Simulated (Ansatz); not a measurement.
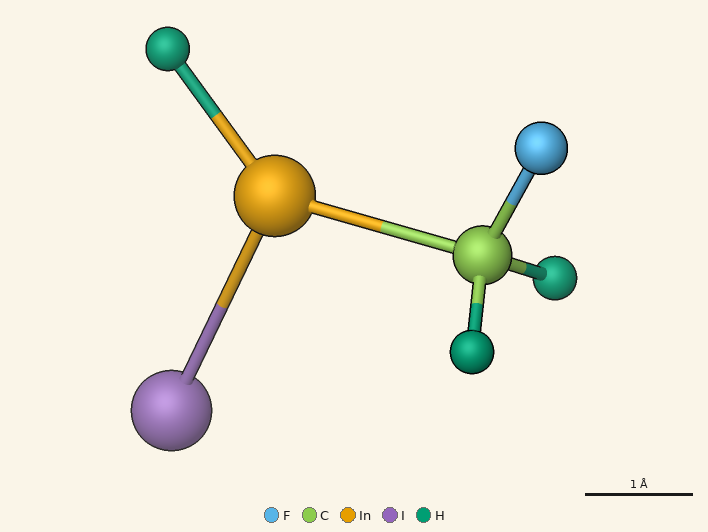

A ball-and-stick model of a molecule.

Question: Count the atoms of each element.

Answer: CH3FIIn, 7 atoms: 1 carbon, 3 hydrogen, 1 fluorine, 1 iodine and 1 indium.

Question: Give a SMILES string for it.

Answer: F[CH2][InH][I]

Question: How many atoms are distinct by symmetry?

Answer: 6: 1 F, 1 C, 1 In, 1 I, 2 H, 1 H.

Question: Name some functional groups or characteristic bonds that it holds.

Answer: Among them: C–F bond.

More results for the same structure follow; atom numbers are the same in all pictures, views and colours differ. The computed structure is the end point of a PBE0-D4/def2-TZVP optimisation.

**Geometry**

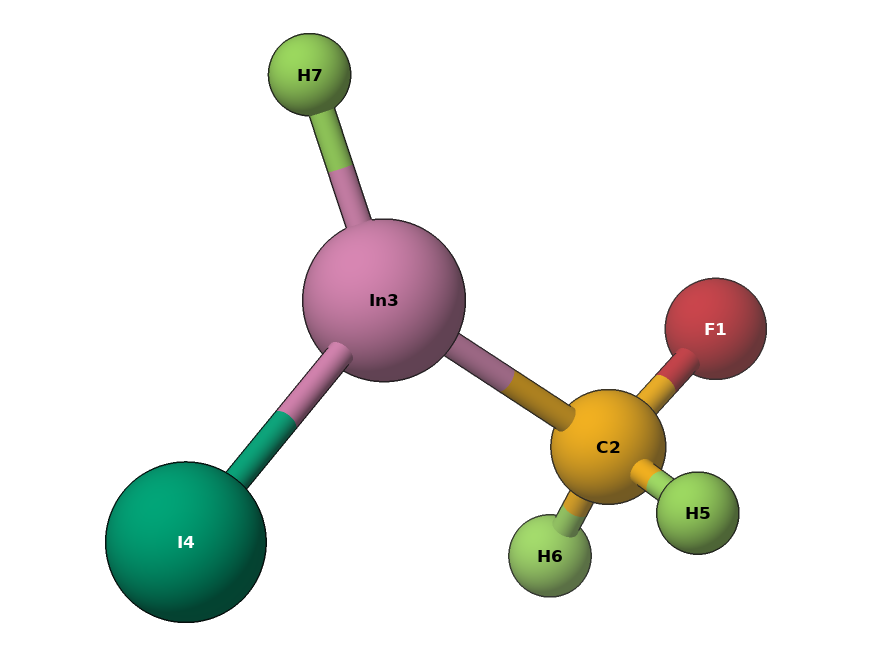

Numbered structure.

Question: How are the neighbours of atom 3 arranged?

Answer: In3 has 3 neighbours (C2 at 2.17, I4 at 2.68, H7 at 1.71 Å); the arrangement is trigonal planar.

Question: Describe the coordination of atom 2.

Answer: C2 has 4 neighbours (F1 at 1.38, In3 at 2.17, H5 at 1.09, H6 at 1.09 Å); the arrangement is tetrahedral.

Question: What is the dihedral angle F1–C2–In3–I4?

Answer: 180° in size, that is anti.

**Levels of theory compared**

Program: Ansatz 0.2.0.

Compare HOMO energy (eV), dipole (D) at these levels: B3LYP-D4/def2-TZVPP; PBE-D4/def2-TZVPP; r2SCAN-D4/def2-TZVPP; ωB97M-V/def2-TZVPP.

```tsv
level	HOMO energy (eV)	dipole (D)
B3LYP-D4/def2-TZVPP	−7.07	1.06
PBE-D4/def2-TZVPP	−6.16	1.15
r2SCAN-D4/def2-TZVPP	−6.44	1.19
ωB97M-V/def2-TZVPP	−9.40	1.14
```

**Vibrations**

Harmonic vibrations computed with RKS PBE0-D4/def2-TZVP, core potentials on I, In (Ansatz 0.2.0) at a stationary point of the same level.

Question: List the wavenumbers.

Answer: 15 modes: 47, 54, 187, 232, 351, 439, 544, 678, 1055, 1241, 1254, 1459, 1862, 3053, 3115 cm⁻¹.

**Charges**

The questions are on Mulliken charges. Level of theory: RKS B3LYP-D4/def2-TZVPP, core potentials on I, In (Ansatz 0.2.0).

List the Mulliken charges.

```csv
atom,value (e)
F1,−0.24
C2,−0.14
In3,0.60
I4,−0.34
H5,0.11
H6,0.11
H7,−0.10
```

Mulliken values depend strongly on the basis set and can even reverse the polarity of a bond.
